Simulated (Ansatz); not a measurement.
Pressure series in Ca

Take Ca in the simple cubic structure (space group Pm-3m, No. 221; a = 3.4596 Å; a cell from a computed database, its experimental status unchecked) as the base.

Cell and atoms are relaxed at each pressure.

Level of theory: plane-wave PAW DFT at the PBEsol level (Ansatz, an electronic-structure program, 420 eV), spin-orbit coupling left out.

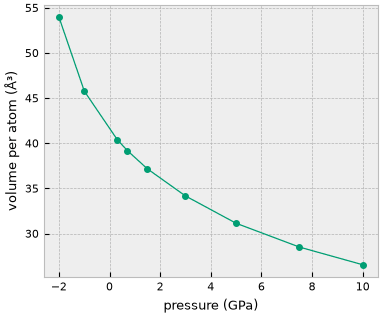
*Volume against pressure*

Question: Estimate the zero-pressure bulk modulus from the plot.

Answer: About 11 GPa; a third-order Birch–Murnaghan fit to the points gives V₀ = 41.36 Å³/atom, B₀ = 11 GPa and B₀′ = 3.2.

Load acts through the strain it causes; cell and atoms are relaxed under it. Whether these cells are dynamically stable was not tested. No other phases were tried under pressure. This is not the structure that Ca has at room temperature and ambient pressure.
